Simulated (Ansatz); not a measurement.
```yaml
crystal:
  lattice:
    - [5.40259, -0.13043, 0.16689]
    - [2.58369, 4.76236, 0.21469]
    - [0.26729, 0.24812, 9.42410]
  atoms:
    - { symbol: Si, position: [0.38374, 0.89102, 0.61828] }
    - { symbol: Si, position: [0.86775, 0.34631, 0.09260] }
    - { symbol: Si, position: [0.81944, 0.42792, 0.64102] }
    - { symbol: Si, position: [0.37154, 0.42020, 0.64455] }
    - { symbol: Ti, position: [0.36520, 0.84700, 0.10613] }
    - { symbol: Ti, position: [0.34722, 0.34197, 0.14576] }
    - { symbol: Ti, position: [0.86404, 0.83548, 0.13885] }
    - { symbol: Ti, position: [0.88423, 0.90430, 0.63026] }
    - { symbol: Ti, position: [0.17201, 0.19603, 0.84366] }
    - { symbol: Ti, position: [0.66777, 0.20075, 0.88794] }
    - { symbol: Zn, position: [0.62881, 0.52378, 0.33922] }
    - { symbol: Zn, position: [0.68502, 0.70338, 0.87030] }
    - { symbol: Zn, position: [0.08752, 0.05563, 0.36201] }
    - { symbol: Zn, position: [0.57015, 0.04826, 0.39033] }
    - { symbol: Zn, position: [0.10338, 0.56423, 0.40004] }
    - { symbol: Zn, position: [0.17909, 0.69128, 0.88276] }
```

Space group P1; a generated structure, not necessarily the stable one; computed without spin polarisation.

Theory: Ansatz 0.2.0, DFT PBE, scalar-relativistic, plane waves, PAW.

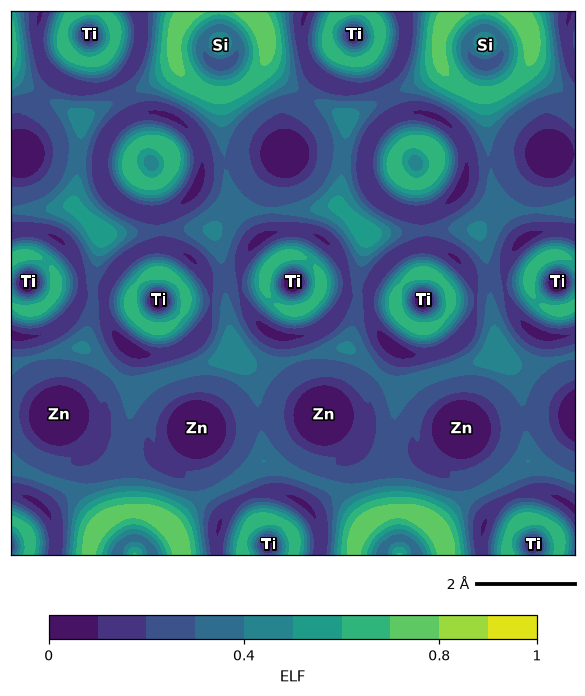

Ti3Zn3Si2. ELF on the (101) plane of the conventional cell.

Core electrons are frozen (PAW), and the valence fields are smoothed inside the atomic spheres.

Q: Describe what can be read from this map.

A: The plane passes through Si, Ti and Zn nuclei.
Atoms just off the plane (Ti, 0.4 Å away and Zn, 0.4 Å away) can leave unmarked features too.
Zn–Zn (2.62 Å): the ELF is about 0.30 at the midpoint: no localised pair shows between them.
Ti–Ti (2.69 Å): the ELF is about 0.20 at the midpoint: no localised pair shows between them.
The features right at Ti lie inside the PAW spheres, where the map follows smoothed inner orbitals and isn't to be read closely.
